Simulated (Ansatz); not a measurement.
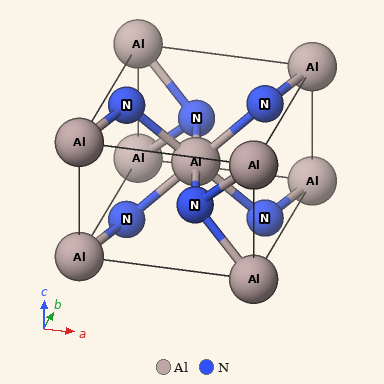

The crystal in a ball-and-stick representation, seen from a general direction. The lines enclose the conventional unit cell; boundary atoms appear with their images.

Cell parameters: a = 3.913 Å, b = 4.727 Å, c = 2.795 Å, α = 90.00°, β = 90.00°, γ = 90.00°.

Bond cut-offs: Al–N up to 2.50 Å, N–N up to 1.65 Å (cut-off distances).

> Determine the stoichiometry.

AlN2. The cell holds 2 Al, 4 N, counting shared atoms by their share.

> What is the Hermann-Mauguin symbol of the space group?

Pnnm (No. 58), with Al on 2a and N on 4g.

> What lies around Al?

Each Al has six N in an octahedral arrangement at about 2.0 Å.

> Does the bonding give isolated units, chains, sheets or a framework?

The bonds build a three-dimensional framework.

Starting structure: a textbook structure type filled with these elements (whether it is the usual form wasn't checked). This is the structure after a relaxation with Ansatz 0.2.0, DFT PBE, scalar-relativistic, plane waves, PAW.
